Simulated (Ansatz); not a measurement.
Where the default PAW files enter, the runs use the earlier of Ansatz's two default sets.

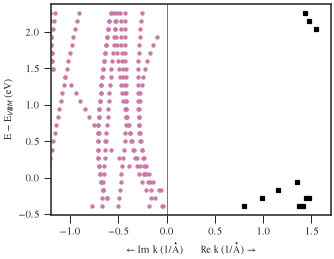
Figure: Complex bands at the centre of the two-dimensional zone; Ansatz (a first-principles code) with PBEsol

No gap correction and no spin-orbit coupling; mid-gap values are interpolated between computed energies.

**Question.** This is BaO (Fm-3m, rock salt, 2 atoms a cell, 21.7 Å³ an atom, -3 GPa at this level) along the normal of (110). Read off the slowest decay at the centre of the two-dimensional zone at 1.04 eV, the computed energy nearest the middle of the gap.

**Answer.** κ ≈ 0.28 1/Å, a decay length 1/(2κ) of the density of 1.8 Å.
